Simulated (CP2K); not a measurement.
Consider 2-pyrrolidone at its PBE geometry (Å).

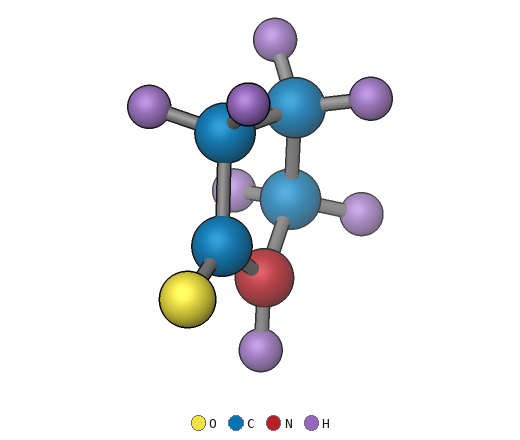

The molecule (oxygen yellow, carbon blue, nitrogen red, hydrogen purple).

```xyz
13

O     2.4353    0.9451   -0.1413
C     1.2781    0.5310   -0.0791
C     0.8048   -0.9247   -0.1320
C    -0.6710   -0.8703    0.2931
C    -1.1123    0.5728   -0.0441
N     0.1455    1.3076    0.0351
H     0.9313   -1.2763   -1.1674
H     1.4369   -1.5535    0.5045
H    -0.7558   -1.0323    1.3758
H    -1.3009   -1.6157   -0.2060
H    -1.5551    0.6366   -1.0530
H    -1.8482    0.9632    0.6718
H     0.2113    2.3166   -0.0575
```

Method: CP2K XAS_TDP, all-electron GAPW, PBEh(45%), aug-cc-pVDZ, TDA, GW2X-corrected core level, no relativity.

Predict the bright core excitations at the C K edge.

Leading lines: C2 289.62 eV, C3 289.97 eV, C4 290.07 eV and C5 290.91 eV. The leading line of an atom is its first one with 35 % of the strongest within 2.5 eV of its lowest line over the strength cut. Core ionisation energies at this level: C3 292.26, C4 292.40, C2 295.13 and C5 293.36 eV.

The first six lines of each atom with a strength over 0.0015:

| atom | energy (eV) | states | strength, one atom | above the computed threshold |
| --- | --- | --- | --- | --- |
| C2 (bonded to C, N and O) | 289.62 | 1 | 0.0729 |  |
|  | 294.73 | 1 | 0.0039 |  |
|  | 295.35 | 1 | 0.0034 | yes |
|  | 295.51 | 1 | 0.0022 | yes |
|  | 295.75 | 1 | 0.0212 | yes |
|  | 296.11 | 1 | 0.0020 | yes |
| C3 (bonded to 2 C and 2 H) | 289.97 | 1 | 0.0060 |  |
|  | 290.18 | 1 | 0.0067 |  |
|  | 290.99 | 1 | 0.0103 |  |
|  | 291.13 | 1 | 0.0035 |  |
|  | 291.31 | 1 | 0.0017 |  |
|  | 291.73 | 1 | 0.0032 |  |
| C4 (bonded to 2 C and 2 H) | 290.07 | 1 | 0.0094 |  |
|  | 290.52 | 1 | 0.0186 |  |
|  | 291.15 | 1 | 0.0058 |  |
|  | 291.35 | 1 | 0.0029 |  |
|  | 291.85 | 1 | 0.0017 |  |
|  | 292.27 | 1 | 0.0060 |  |
| C5 (bonded to C, N and 2 H) | 290.91 | 1 | 0.0118 |  |
|  | 291.51 | 1 | 0.0224 |  |
|  | 291.74 | 1 | 0.0142 |  |
|  | 292.85 | 1 | 0.0047 |  |
|  | 293.09 | 1 | 0.0129 |  |
|  | 293.17 | 1 | 0.0105 |  |

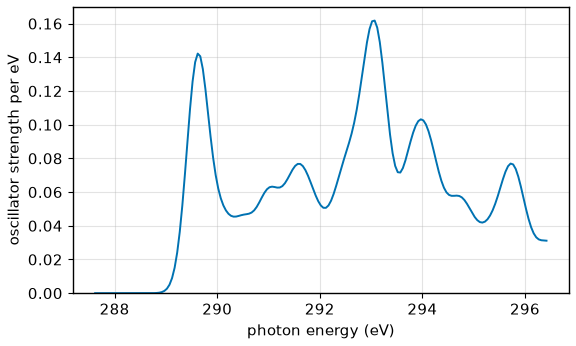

All atoms added, broadened by 0.5 eV.

Lines are vertical, at one geometry, with no vibrational structure. GW2X ionisation energies and lines can be off by 1 to 2 eV either way, and a good line position may hide errors that cancel. These values hold no scalar relativity, about 0.1 eV for C 1s. Rydberg lines, and the discretised continuum above threshold, depend on the basis and the box.

[Banner, clock and machine lines of the logs are left out without a mark of their own.]

[Logs are printed without paths, hosts, clocks, repeated set-up lines and the standing remarks that a program may print on its own settings, such as how far it seeks lower states.]

[Hosts, paths, dates, database ids (printed as entryN), source tags and the programs' standing remarks are cut or masked in the printed files.]
